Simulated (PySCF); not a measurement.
# One shape, several levels: H2O3 (trioxidane)

We compute a comparison of 6 runs (PBE/STO-6G, wB97X-V/STO-6G, BCCD(T)/STO-6G, CCSDT(Q)/STO-6G, NEVPT2(2,2)/STO-6G, QCISD(T)/STO-6G) of H2O3 (trioxidane). 

The results are computed with PySCF 2.14.0.

5 further runs of the same task are left out: 5 set aside as unsound or not needed.

**1. The molecule**

H2O3: 5 atoms, total charge 0, spin state singlet. As SMILES, `OOO`. Geometry: relaxed at PBE0-D4/def2-TZVP. This is a higher conformer, about 11 kJ/mol above the lowest found by a separate search.

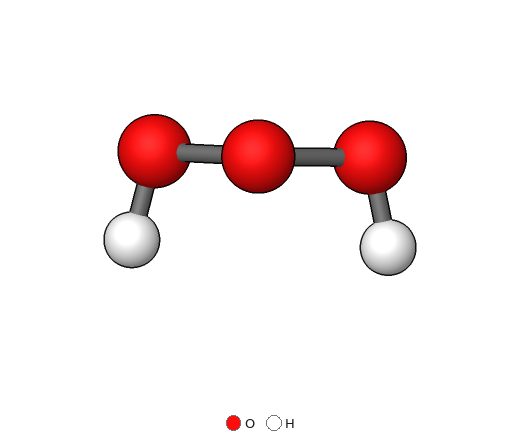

Viewed from a chosen angle; oxygen red, hydrogen white.

**2. A single-point energy at PBE/STO-6G (run 1)**

The input, calc.py:

```python
# OOO
from pyscf import gto, dft

molecule = gto.M(
    atom='''
O   -0.968320  -0.699970  -0.146130
O   -0.133650  -0.043580   0.770240
O    1.173090  -0.066850   0.261080
H   -1.310410   0.028200  -0.685190
H    1.239280   0.782200  -0.199990
''',
    verbose=3,
    max_memory=1860,
    basis='sto-6g',
)

myscf = dft.RKS(molecule, xc='pbe')
myscf.conv_tol = 1e-10
myscf.grids.level = 5
myscf.kernel()
if not myscf.converged:
    myscf = myscf.newton().run(myscf.mo_coeff, myscf.mo_occ)

energy = myscf.e_tot
print('Final energy', energy)
```

Launch:

```console
$ OMP_NUM_THREADS=1 python calc.py
```

Output:

```text
converged SCF energy = -225.514121044453
Final energy -225.51412104445336
```

It took 3.3 s on 1 thread of Arm Neoverse V1, shared host; peak memory 0.19 GiB.

**3. The energy at wB97X-V/STO-6G (run 2)**

The input, run.py:

```python
# OOO
from pyscf import gto, dft

mol = gto.M(
    atom=[
    ('O', (-0.968320, -0.699970, -0.146130)),
    ('O', (-0.133650, -0.043580, 0.770240)),
    ('O', (1.173090, -0.066850, 0.261080)),
    ('H', (-1.310410, 0.028200, -0.685190)),
    ('H', (1.239280, 0.782200, -0.199990)),
],
    max_memory=1860,
    spin=0,
    basis='sto-6g',
    charge=0,
    verbose=3,
)

mf = dft.RKS(mol)
mf.xc = 'wb97x-v'
mf.nlcgrids.level = 1
mf.conv_tol = 1e-10
mf.grids.level = 5
mf.kernel()
if not mf.converged:
    mf = mf.newton().run(mf.mo_coeff, mf.mo_occ)

e_tot = mf.e_tot
print('E(%s) = %.9f' % ('WB97X-V', e_tot))
```

Launch:

```console
$ OMP_NUM_THREADS=1 python run.py
```

Output:

```text
converged SCF energy = -225.695276485344
E(WB97X-V) = -225.695276485
```

Wall time 21 s (1 thread of Arm Neoverse V1, shared host); peak memory 0.19 GiB.

**4. A single-point energy at BCCD(T)/STO-6G (run 3)**

The input, mol.xyz:

```xyz
5

O     -0.968320    -0.699970    -0.146130
O     -0.133650    -0.043580     0.770240
O      1.173090    -0.066850     0.261080
H     -1.310410     0.028200    -0.685190
H      1.239280     0.782200    -0.199990
```

The input, run.py:

```python
from pyscf import gto, cc
from pyscf.cc.bccd import bccd_kernel_

mol = gto.Mole()
mol.atom = 'mol.xyz'
mol.max_memory = 1860
mol.verbose = 3
mol.basis = 'sto-6g'
mol.build()

hf = mol.RHF()
hf.conv_tol = 1e-10
hf.kernel()
if not hf.converged:
    hf = hf.newton().run(hf.mo_coeff, hf.mo_occ)

mycc = cc.CCSD(hf, frozen=3).run()
mycc = bccd_kernel_(mycc, diis=True)
e_t = mycc.ccsd_t()
e_final = mycc.e_tot + e_t
print('E = %.10f Eh' % e_final)
```

Launch:

```console
$ OMP_NUM_THREADS=1 python run.py
```

Output:

```text
converged SCF energy = -224.705042461514
E(CCSD) = -224.8648172282827  E_corr = -0.1597747667686316
BCCD loop starts.

[... 24 lines left out ...]
CCSD converged
[... 23 lines left out ...]
CCSD converged
[... 3 lines left out ...]
******** <class 'pyscf.cc.ccsd.CCSD'> ********
CC2 = 0
CCSD nocc = 10, nmo = 14
frozen orbitals 3
max_cycle = 50
direct = 0
conv_tol = 1e-07
conv_tol_normt = 1e-05
diis_space = 6
diis_start_cycle = 0
diis_start_energy_diff = 1e+09
Init E_corr(CCSD) = -0.16249567617745
cycle = 1  E_corr(CCSD) = -0.162500247196808  dE = -4.57101936e-06  norm(t1,t2) = 0.000124981
cycle = 2  E_corr(CCSD) = -0.162499706379571  dE = 5.40817237e-07  norm(t1,t2) = 2.79184e-05
cycle = 3  E_corr(CCSD) = -0.162499017258342  dE = 6.89121229e-07  norm(t1,t2) = 8.68994e-06
cycle = 4  E_corr(CCSD) = -0.162498845838834  dE = 1.71419507e-07  norm(t1,t2) = 1.67051e-06
cycle = 5  E_corr(CCSD) = -0.162498773945482  dE = 7.18933529e-08  norm(t1,t2) = 7.97728e-07
CCSD converged
E(CCSD) = -224.8644682769767  E_corr = -0.1624987739454816
BCC iter:    2  E:    -224.864468276977  dE:   -1.815e-07  |t1|:    3.849e-06
CCSD(T) correction = -0.0020198651653134
E = -224.8664881421 Eh
```

Run time: 1.2 s. Hardware: 1 thread of Arm Neoverse V1, shared host; peak memory 0.12 GiB.

Runs 4 to 5 aren't shown in full; the table further down has their settings and results.

**5. A single-point energy at QCISD(T)/STO-6G (run 6)**

The input, calc.py:

```python
from pyscf import gto, scf, cc

mol = gto.M(
    atom='''
O       -0.968320      -0.699970      -0.146130
O       -0.133650      -0.043580       0.770240
O        1.173090      -0.066850       0.261080
H       -1.310410       0.028200      -0.685190
H        1.239280       0.782200      -0.199990
''',
    verbose=4,
    max_memory=1860,
    spin=0,
    basis='sto-6g',
    charge=0,
)

mf = scf.RHF(mol)
mf.conv_tol = 1e-10
mf.kernel()
if not mf.converged:
    mf = mf.newton().run(mf.mo_coeff, mf.mo_occ)

mycc = cc.QCISD(mf, frozen=3)
mycc.kernel()
e_t = mycc.qcisd_t()
e_final = mycc.e_tot + e_t
print('E = %.10f Eh' % e_final)
```

Launch:

```console
$ OMP_NUM_THREADS=1 python calc.py
```

Output:

```text
PySCF version 2.14.0

[... 57 lines left out ...]
converged SCF energy = -224.705042461514
[... 11 lines left out ...]
Init t2, MP2 energy = -224.823191435026  E_corr(MP2) -0.118148973512023
[... 14 lines left out ...]
QCISD converged
[... 2 lines left out ...]
E = -224.8667899559 Eh
```

Wall time 0.88 s (1 thread of Arm Neoverse V1, shared host); peak memory 0.1 GiB.

**6. Overview of the runs**

| run | level | nlc grid | integration grid | energy (Eh) | dipole moment (D) of the reference | HOMO energy (eV) | LUMO energy (eV) | wall time |
| --- | --- | --- | --- | --- | --- | --- | --- | --- |
| 1 | PBE/STO-6G | – | 5 | -225.514121 | 2.67 | -2.42 | 3.58 | 3.3 s |
| 2 | wB97X-V/STO-6G | 1 | 5 | -225.695276 | 2.75 | -7.32 | 7.91 | 21 s |
| 3 | BCCD(T)/STO-6G | – | – | -224.866488 | – | – | – | 1.2 s |
| 4 | CCSDT(Q)/STO-6G | – | – | -224.867329 | 2.91 | -10.31 | 11.55 | 3.9 s |
| 5 | NEVPT2(2,2)/STO-6G | – | – | -224.833626 | 2.91 | -10.31 | 11.55 | 1.4 s |
| 6 | QCISD(T)/STO-6G | – | – | -224.866790 | 2.91 | -10.31 | 11.55 | 0.88 s |

**7. Outcome**

```
                                          quantity          value
                               run 6: total energy  -224.86679 Eh
       run 6: dipole moment (Hartree–Fock density)         2.91 D
        run 6: HOMO energy (Hartree–Fock orbitals)      -10.31 eV
        run 6: LUMO energy (Hartree–Fock orbitals)       11.55 eV
      run 6: HOMO–LUMO gap (Hartree–Fock orbitals)       21.86 eV
run 6: correlation energy (3 core orbitals frozen)     -161.7 mEh
                             run 6: (T) correction      -1.61 mEh
                              run 6: T1 diagnostic          0.012
```

Totals of different functionals can't be ranked against each other. In runs 1, 2, 3, 4, 5, 6 the basis is minimal, so the values are rough. All runs together took 31 s, the longest 21 s.
